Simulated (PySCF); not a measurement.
C₆H₁₂BNSi (SMILES C#CB(N)C[SiH2]CC=C)

```xyz
21

C    -0.9866    2.8138    0.9156
C    -1.4089    1.7372    0.5834
B    -1.9141    0.3723    0.1374
N    -3.0263   -0.1715    0.7658
C    -1.1572   -0.4332   -0.9948
Si    0.1105   -1.6534   -0.2673
C     1.2839   -0.7640    0.9532
C     1.9664    0.3807    0.2961
C     3.2289    0.3810   -0.0940
H    -0.6155    3.7541    1.2075
H    -3.5295    0.2876    1.5058
H    -3.4068   -1.0712    0.5265
H    -1.8567   -1.0070   -1.6038
H    -0.6281    0.2377   -1.6717
H    -0.5792   -2.7300    0.4682
H     0.9039   -2.2503   -1.3525
H     0.6975   -0.3990    1.7975
H     2.0206   -1.4710    1.3349
H     1.3403    1.2463    0.1231
H     3.8704   -0.4706    0.0683
H     3.6775    1.2275   -0.5856
```

Geometry: GFN2-xTB.

These are results of PBE0/pcSseg-1, SCF density, gas phase, non-relativistic in PySCF 2.14.0, not measurements.

**What can the converged electron density and electron localisation function tell about the bonding?**

C–C (1.20 Å): the density is about 2.8 e/Å³ at the midpoint; the ELF peaks at about 0.85 between the atoms (a multiple bond).
B–N (1.39 Å): ρ at the midpoint is about 2 e/Å³; the ELF peaks at about 0.90 between the atoms; a short, strongly polar bond.
C–B (1.52 Å): ρ is about 1.5 e/Å³ halfway; the ELF peaks at about 1 between the atoms, as expected for localised, covalent bonding.
N–H (1.01 Å): the density is about 2.9 e/Å³ at the midpoint; the ELF climbs to about 1 towards the hydrogen, as it does in any bond to H; a covalent bond by its length.

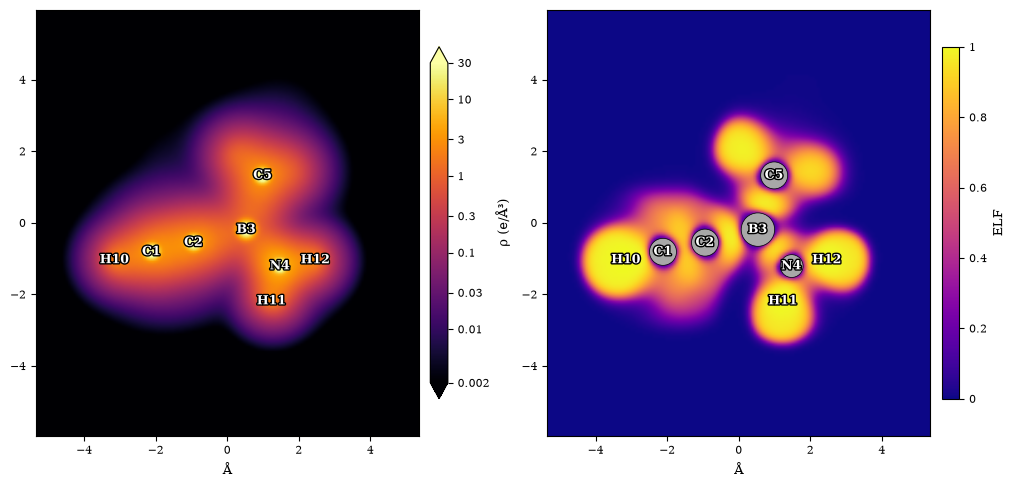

Computed electron density and electron localisation function on the plane of atoms B3, N4 and H11, in this order. Grey discs cover the atomic cores in the ELF map. 
